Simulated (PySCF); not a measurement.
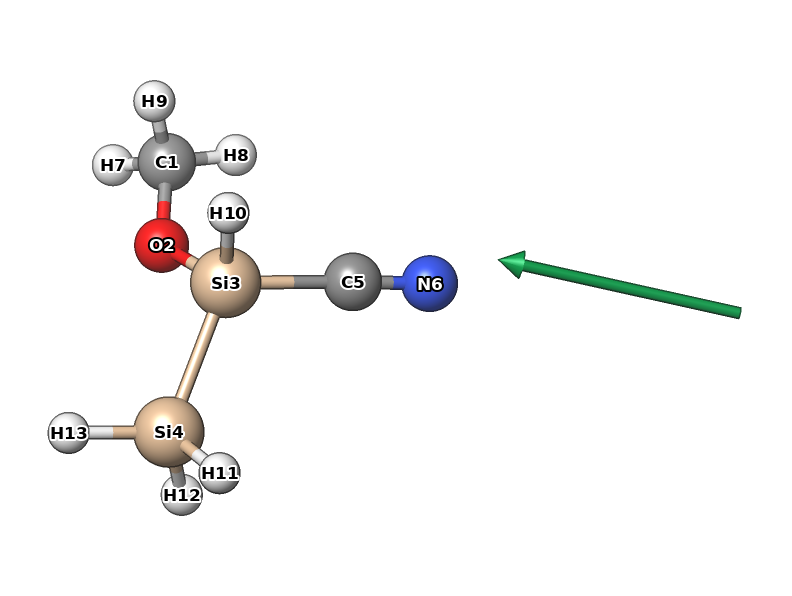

The arrow beside the molecule shows the direction of the dipole moment, from the negative to the positive end (its length means nothing). The computed structure is the end point of a GFN2-xTB optimisation. No frequency run is at hand to confirm it as a minimum. Method: B3LYP/def2-SVPD, gas phase (PySCF 2.14.0).

Question: Estimate the dipole moment.

Answer: 3.46 D; it points from the side of N6 to the side of H13 (the outermost atoms at the two ends).

The geometry is semi-empirical. Around Si such bond lengths and angles can be off by a tenth of an ångström or more and by several degrees, and values that hang on the shape move with them.
